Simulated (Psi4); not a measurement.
## Geometry relaxation, with input and output: NiF₂

- system: NiF₂, multiplicity 3
- method: SVWN-RPA/6-31G**, UKS (Psi4 1.11)

The geometry comes from this level: GFN2-xTB.

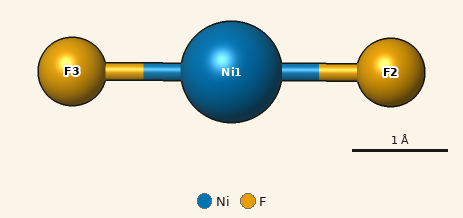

Fig. 1: The input geometry (ball-and-stick view, seen on its broad side; atoms are numbered from 1 in the order of the input). Sticks mark near contacts.

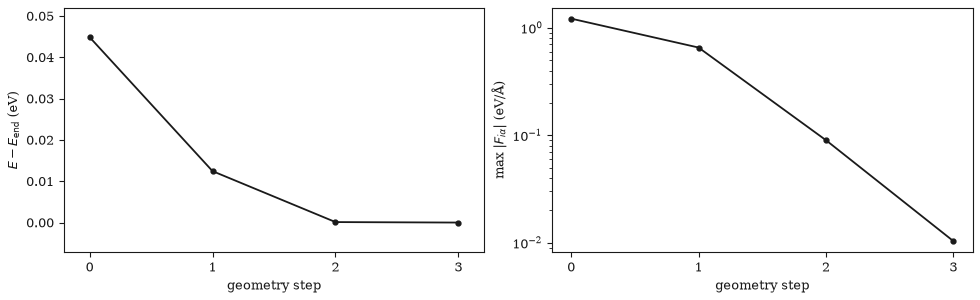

Fig. 2: Progress of the relaxation, step by step (steps are counted from 0).

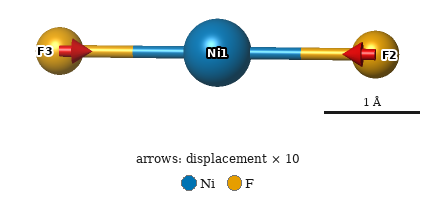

Fig. 3: The starting structure with the displacements as red arrows, magnified 10 times (ball-and-stick view, seen at a tilt). The two geometries are laid on each other by the best rigid fit. The largest moves after the best rigid fit, 0.035 Å, are those of F2 and F3. Ni stays in place. Distances before and after: Ni1–F2 1.677 → 1.641 Å. Over 3 geometry steps the energy falls by 0.045 eV. The largest force component goes from 1.2 to 0.01 eV/Å. (Atoms are counted from 1 in the order of the input.)

The input and output of the run follow.

## Input (run.py)
```python
import numpy as np
from ase.calculators.psi4 import Psi4
from ase.io import read
from ase.optimize import BFGS

mol = read('f2ni.xyz')
calc = Psi4(atoms=mol, method='svwn', basis='6-31G**', memory='1600MB', num_threads=1, charge=0, multiplicity=3, label='psi4-calc', reference='uks')
mol.calc = calc

opt = BFGS(mol)
done = opt.run(fmax=0.02, steps=40)
print('converged:', done)
for s, p in zip(mol.symbols, mol.positions):
    print(f'{s:2s} {p[0]:12.6f} {p[1]:12.6f} {p[2]:12.6f}')
```

## File f2ni.xyz
```
3
F2Ni
Ni    -0.000240    -0.000140    -0.000300
F     -0.016850    -0.020920     1.676500
F      0.017090     0.021060    -1.676210
```

Command:
```bash
python run.py
```

## The program's output
```
gradient() will perform analytic gradient computation.

   => Loading Basis Set <=

    Name: 6-31G**
    Role: ORBITAL
    Keyword: BASIS

         ---------------------------------------------------------
                                   SCF
                              UKS Reference
                        1 Threads,   1525 MiB Core
         ---------------------------------------------------------

  ==> Geometry <==

    Molecular point group: c1
    Full point group: C1

    Geometry (in Angstrom), charge = 0, multiplicity = 3:

       Center              X                  Y                   Z               Mass
    ------------   -----------------  -----------------  -----------------  -----------------
         NI          -0.000124070355    -0.000073722664     0.000052977750    57.935342410000
         F           -0.016424463002    -0.020436787291     1.641067820812    18.998403162730
         F            0.016802813668     0.020661603438    -1.641229375659    18.998403162730

  Running in c1 symmetry.

  Rotational constants: A = 5596322.85939  B =      0.16468  C =      0.16468 [cm^-1]
  Rotational constants: A = 167773538577.88428  B =   4936.98388  C =   4936.98374 [MHz]
  Nuclear repulsion =  175.547566517942926

  Charge       = 0
  Multiplicity = 3
  Electrons    = 46
  Nalpha       = 24
  Nbeta        = 22

  ==> Algorithm <==

  SCF Algorithm Type is DF.
  DIIS enabled.
  MOM disabled.
  Fractional occupation disabled.
  Guess Type is SAD.
  Energy threshold   = 1.00e-08
  Density threshold  = 1.00e-08
  Integral threshold = 1.00e-12

  ==> Primary Basis <==

  Basis Set: 6-31G**
    Blend: 6-31G**
    Number of shells: 24
    Number of basis functions: 69
    Number of Cartesian functions: 69
    Spherical Harmonics?: false
    Max angular momentum: 3

  ==> DFT Potential <==

   => LibXC <=

    Version 7.1.2

   => Composite Functional: SVWN <=

    Slater exchange
    Vosko, Wilk & Nusair (VWN5_RPA)

    Deriv               =              1
    GGA                 =          FALSE
    Meta                =          FALSE

    Exchange Hybrid     =          FALSE
    MP2 Hybrid          =          FALSE

   => Exchange Functionals <=

    1.0000         XC_LDA_X

   => Correlation Functionals <=

    1.0000   XC_LDA_C_VWN_RPA

   => LibXC Density Thresholds  <==

    XC_LDA_C_VWN_RPA:  1.00E-15
    XC_LDA_X:  1.00E-15

   => Molecular Quadrature <=

    Radial Scheme          =       TREUTLER
    Pruning Scheme         =           NONE
    Nuclear Scheme         =       TREUTLER

    Blocking Scheme        =         OCTREE
    BS radius alpha        =              1
    Pruning alpha          =              1
    Radial Points          =             75
    Spherical Points       =            302
    Total Points           =          65672
    Total Blocks           =            561
    Max Points             =            256
    Max Functions          =             68
    Weights Tolerance      =       1.00E-15

   => Loading Basis Set <=

    Name: (6-31G** AUX)
    Role: JKFIT
    Keyword: DF_BASIS_SCF

  ==> Integral Setup <==

  DFHelper Memory: AOs need 0.024 GiB; user supplied 1.091 GiB.
  SCF_SUBTYPE=INCORE selected. In-core MEM_DF algorithm will be used.
  Using in-core AOs.

  ==> MemDFJK: Density-Fitted J/K Matrices <==

    J tasked:                   Yes
    K tasked:                    No
    wK tasked:                   No
    Memory [MiB]:              1117
    Algorithm:                 Core
    Schwarz Cutoff:           1E-12
    Mask sparsity (%):       1.0502
    Fitting Condition:        1E-10

   => Auxiliary Basis Set <=

  Basis Set: (6-31G** AUX)
    Blend: CC-PVDZ-JKFIT + DEF2-UNIVERSAL-JKFIT
    Number of shells: 106
    Number of basis functions: 539
    Number of Cartesian functions: 539
    Spherical Harmonics?: false
    Max angular momentum: 6

  Cached 100.0% of DFT collocation blocks in 0.027 [GiB].

  Minimum eigenvalue in the overlap matrix is 1.3168394797E-03.
  Reciprocal condition number of the overlap matrix is 2.7983301279E-04.
    Using symmetric orthogonalization.

  ==> Pre-Iterations <==

  SCF Guess: Superposition of Atomic Densities via on-the-fly atomic UHF (no occupation information).

   -------------------------
    Irrep   Nso     Nmo
   -------------------------
     A         69      69
   -------------------------
    Total      69      69
   -------------------------

  ==> Iterations <==

                           Total Energy        Delta E     RMS |[F,P]|

   @DF-UKS iter SAD: -1703.16433716223787   -1.70316e+03   0.00000e+00
   @DF-UKS iter   1: -1699.75473226924350    3.40960e+00   6.37842e-02 DIIS/ADIIS
   @DF-UKS iter   2: -1666.73607363322753    3.30187e+01   1.47510e-01 ADIIS
   @DF-UKS iter   3: -1702.52333534523859   -3.57873e+01   4.61271e-02 DIIS/ADIIS
   @DF-UKS iter   4: -1704.80671203596853   -2.28338e+00   4.98649e-03 DIIS/ADIIS
   @DF-UKS iter   5: -1704.58766296104272    2.19049e-01   9.74298e-03 DIIS/ADIIS
   @DF-UKS iter   6: -1704.81146579644565   -2.23803e-01   4.17298e-03 DIIS/ADIIS
   @DF-UKS iter   7: -1704.83667536075723   -2.52096e-02   6.89767e-04 DIIS/ADIIS
   @DF-UKS iter   8: -1704.83631926066801    3.56100e-04   9.44359e-04 DIIS/ADIIS
   @DF-UKS iter   9: -1704.83695897686198   -6.39716e-04   6.14502e-04 DIIS/ADIIS
   @DF-UKS iter  10: -1704.83766064384508   -7.01667e-04   4.84209e-05 DIIS
   @DF-UKS iter  11: -1704.83765895663464    1.68721e-06   3.25066e-05 DIIS
   @DF-UKS iter  12: -1704.83766606717768   -7.11054e-06   5.26679e-06 DIIS
   @DF-UKS iter  13: -1704.83766618359141   -1.16414e-07   2.38239e-06 DIIS
   @DF-UKS iter  14: -1704.83766620425286   -2.06614e-08   1.75926e-06 DIIS
   @DF-UKS iter  15: -1704.83766622491089   -2.06580e-08   2.45307e-07 DIIS
   @DF-UKS iter  16: -1704.83766622908911   -4.17822e-09   1.73653e-07 DIIS
   @DF-UKS iter  17: -1704.83766623147744   -2.38833e-09   8.69190e-08 DIIS
   @DF-UKS iter  18: -1704.83766623157544   -9.79981e-11   1.18912e-08 DIIS
   @DF-UKS iter  19: -1704.83766623157749   -2.04636e-12   4.34023e-09 DIIS
  Energy and wave function converged.

  ==> Post-Iterations <==

   Electrons on quadrature grid:
      Nalpha   =   23.9999874517 ; deviation = -1.255e-05
      Nbeta    =   21.9999899877 ; deviation = -1.001e-05
      Ntotal   =   45.9999774394 ; deviation = -2.256e-05

   @Spin Contamination Metric:   6.713827962E-03
   @S^2 Expected:                2.000000000E+00
   @S^2 Observed:                2.006713828E+00
   @S   Expected:                1.000000000E+00
   @S   Observed:                1.000000000E+00

    Orbital Energies [Eh]
    ---------------------

    Alpha Occupied:

       1A   -297.843981     2A    -35.330212     3A    -30.915980
       4A    -30.877262     5A    -30.877262     6A    -24.123907
       7A    -24.123823     8A     -3.936356     9A     -2.633013
      10A     -2.553346    11A     -2.553346    12A     -1.075952
      13A     -1.060402    14A     -0.477379    15A     -0.426564
      16A     -0.426564    17A     -0.398927    18A     -0.385304
      19A     -0.385304    20A     -0.286691    21A     -0.286691
      22A     -0.277758    23A     -0.277046    24A     -0.277046

    Alpha Virtual:

      25A     -0.056611    26A     -0.014585    27A     -0.014585
      28A      0.046317    29A      0.151397    30A      0.162197
      31A      0.162197    32A      0.329939    33A      0.938330
      34A      1.025132    35A      1.025132    36A      1.028168
      37A      1.094923    38A      1.159807    39A      1.159807
      40A      1.177237    41A      1.233866    42A      1.233866
      43A      1.372781    44A      1.428368    45A      1.428368
      46A      1.581380    47A      1.581389    48A      1.623494
      49A      1.623494    50A      1.674397    51A      1.674424
      52A      1.801809    53A      1.808331    54A      1.808353
      55A      1.822467    56A      2.212781    57A      2.212781
      58A      2.267300    59A      2.267305    60A      2.314880
      61A      2.314889    62A      2.321085    63A      2.817117
      64A      2.817117    65A      3.435837    66A      3.484179
      67A      3.594909    68A      4.350634    69A     32.296984

    Beta Occupied:

       1A   -297.843289     2A    -35.294353     3A    -30.880815
       4A    -30.853757     5A    -30.853757     6A    -24.115902
       7A    -24.115822     8A     -3.869371     9A     -2.549536
      10A     -2.498199    11A     -2.498199    12A     -1.061673
      13A     -1.045751    14A     -0.460235    15A     -0.393428
      16A     -0.393428    17A     -0.388665    18A     -0.369371
      19A     -0.369371    20A     -0.249748    21A     -0.236187
      22A     -0.236187

    Beta Virtual:

      23A     -0.221694    24A     -0.221694    25A     -0.046762
      26A     -0.013968    27A     -0.013968    28A      0.046650
      29A      0.157279    30A      0.164306    31A      0.164306
      32A      0.333982    33A      0.955125    34A      1.034476
      35A      1.042540    36A      1.042540    37A      1.113022
      38A      1.171580    39A      1.171580    40A      1.187847
      41A      1.249565    42A      1.249565    43A      1.378669
      44A      1.452860    45A      1.452860    46A      1.601380
      47A      1.601389    48A      1.632147    49A      1.632147
      50A      1.686552    51A      1.686577    52A      1.807075
      53A      1.822972    54A      1.822991    55A      1.837703
      56A      2.224605    57A      2.224605    58A      2.296282
      59A      2.296286    60A      2.340322    61A      2.342970
      62A      2.342992    63A      2.840151    64A      2.840151
      65A      3.457118    66A      3.503652    67A      3.604221
      68A      4.358105    69A     32.342683

    Final Occupation by Irrep:
              A
    DOCC [    22 ]
    SOCC [     2 ]
    NA   [    24 ]
    NB   [    22 ]

  @DF-UKS Final Energy: -1704.83766623157749

   => Energetics <=

    Nuclear Repulsion Energy =            175.5475665179429257
    One-Electron Energy =               -2723.1702029448024405
    Two-Electron Energy =                 923.8773194251041332
    DFT Exchange-Correlation Energy =     -81.0923492298219628
    Empirical Dispersion Energy =           0.0000000000000000
    VV10 Nonlocal Energy =                  0.0000000000000000
    Total Energy =                      -1704.8376662315774865

  UHF NO Occupations:
  HONO-2 :   22  A 1.9971160
  HONO-1 :   23  A 1.0000000
  HONO-0 :   24  A 1.0000000
  LUNO+0 :   25  A 0.0028840
  LUNO+1 :   26  A 0.0000983
  LUNO+2 :   27  A 0.0000983
  LUNO+3 :   28  A 0.0000617

Computation Completed

Properties will be evaluated at   0.000000,   0.000000,   0.000000 [a0]

Properties computed using the SCF density matrix

 Multipole Moments:

 ------------------------------------------------------------------------------------
     Multipole            Electronic (a.u.)      Nuclear  (a.u.)        Total (a.u.)
 ------------------------------------------------------------------------------------

 L = 1.  Multiply by 2.5417464519 to convert [e a0] to [Debye]
 Dipole X            :         -0.0001665           -0.0001300           -0.0002966
 Dipole Y            :         -0.0001007           -0.0000773           -0.0001780
 Dipole Z            :          0.0003363            0.0000555            0.0003918
 Magnitude           :                                                    0.0005226

 ------------------------------------------------------------------------------------

	total time  =          4 seconds =       0.07 minutes

         ------------------------------------------------------------
                                   SCF GRAD
         ------------------------------------------------------------

  ==> Geometry <==

    Molecular point group: c1
    Full point group: C1

    Geometry (in Angstrom), charge = 0, multiplicity = 3:

       Center              X                  Y                   Z               Mass
    ------------   -----------------  -----------------  -----------------  -----------------
         NI          -0.000124070355    -0.000073722664     0.000052977750    57.935342410000
         F           -0.016424463002    -0.020436787291     1.641067820812    18.998403162730
         F            0.016802813668     0.020661603438    -1.641229375659    18.998403162730

  Nuclear repulsion =  175.547566517942926

  ==> Basis Set <==

  Basis Set: 6-31G**
    Blend: 6-31G**
    Number of shells: 24
    Number of basis functions: 69
    Number of Cartesian functions: 69
    Spherical Harmonics?: false
    Max angular momentum: 3

  ==> DFJKGrad: Density-Fitted SCF Gradients <==

    Gradient:                    1
    J tasked:                  Yes
    K tasked:                   No
    wK tasked:                  No
    Integrals threads:           1
    Memory [MiB]:             1144
    Schwarz Cutoff:          1E-12
    Fitting Condition:       1E-10

   => Auxiliary Basis Set <=

  Basis Set: (6-31G** AUX)
    Blend: CC-PVDZ-JKFIT + DEF2-UNIVERSAL-JKFIT
    Number of shells: 106
    Number of basis functions: 539
    Number of Cartesian functions: 539
    Spherical Harmonics?: false
    Max angular momentum: 6

  ==> DFT Potential <==

   => LibXC <=

    Version 7.1.2

   => Composite Functional: SVWN <=

    Slater exchange
    Vosko, Wilk & Nusair (VWN5_RPA)

    Deriv               =              1
    GGA                 =          FALSE
    Meta                =          FALSE

    Exchange Hybrid     =          FALSE
    MP2 Hybrid          =          FALSE

   => Exchange Functionals <=

    1.0000         XC_LDA_X

   => Correlation Functionals <=

    1.0000   XC_LDA_C_VWN_RPA

   => LibXC Density Thresholds  <==

    XC_LDA_C_VWN_RPA:  1.00E-15
    XC_LDA_X:  1.00E-15

   => Molecular Quadrature <=

    Radial Scheme          =       TREUTLER
    Pruning Scheme         =           NONE
    Nuclear Scheme         =       TREUTLER

    Blocking Scheme        =         OCTREE
    BS radius alpha        =              1
    Pruning alpha          =              1
    Radial Points          =             75
    Spherical Points       =            302
    Total Points           =          65672
    Total Blocks           =            561
    Max Points             =            256
    Max Functions          =             68
    Weights Tolerance      =       1.00E-15

  -Total Gradient:
     Atom            X                  Y                   Z
    ------   -----------------  -----------------  -----------------
       1       -0.000009738925    -0.000007074175     0.000201180639
       2        0.000002753847     0.000001727149    -0.000015037731
       3        0.000004516639     0.000003885323    -0.000185860767

	total time  =          0 seconds =       0.00 minutes
```

## Standard output
```
Step     Time          Energy          fmax
BFGS:    0 17:47:24   -46390.950968        1.216524
BFGS:    1 17:47:27   -46390.983398        0.654665
BFGS:    2 17:47:31   -46390.995729        0.089934
BFGS:    3 17:47:35   -46390.995845        0.010364
converged: True
Ni    -0.000206    -0.000123     0.000086
F     -0.016507    -0.020486     1.641101
F      0.016721     0.020613    -1.641196
```

## Trajectory as extended XYZ (Å, eV, eV/Å), 4 frames, from step=0 to step=3
```
3
Properties=species:S:1:pos:R:3:forces:R:3 step=0 energy=-46390.95135
Ni   -0.0002   -0.0001   -0.0003    0.0006   0.0002   0.0264
F    -0.0169   -0.0209    1.6765    0.0119   0.0150  -1.2164
F     0.0171    0.0211   -1.6762   -0.0124  -0.0151   1.1900
3
Properties=species:S:1:pos:R:3:forces:R:3 step=1 energy=-46390.98378
Ni   -0.0002   -0.0001   -0.0001    0.0008   0.0005  -0.0084
F    -0.0167   -0.0207    1.6590    0.0063   0.0079  -0.6461
F     0.0169    0.0208   -1.6594   -0.0069  -0.0084   0.6546
3
Properties=species:S:1:pos:R:3:forces:R:3 step=2 energy=-46390.99611
Ni   -0.0002   -0.0001   -0.0002    0.0002   0.0000   0.0201
F    -0.0165   -0.0205    1.6390   -0.0008  -0.0009   0.0699
F     0.0167    0.0206   -1.6389    0.0008   0.0010  -0.0899
3
Properties=species:S:1:pos:R:3:forces:R:3 step=3 energy=-46390.99622
Ni   -0.0002   -0.0001   -0.0001    0.0005   0.0004  -0.0103
F    -0.0165   -0.0205    1.6409   -0.0001  -0.0001   0.0008
F     0.0167    0.0206   -1.6414   -0.0002  -0.0002   0.0096
```

## Key numbers

| quantity | value |
| --- | --- |
| outcome | converged |
| total energy | −1704.837666 hartree |
| basis functions | 69 |
| ⟨S²⟩ | 2.007 |
| dipole moment | 0.00 D |
| hardware | 1 thread of Intel Xeon @ 2.50GHz (Skylake/Cascade Lake), 16 GiB of memory available, shared host |
| wall time | 18 s |
| peak memory | 0.35 GiB |
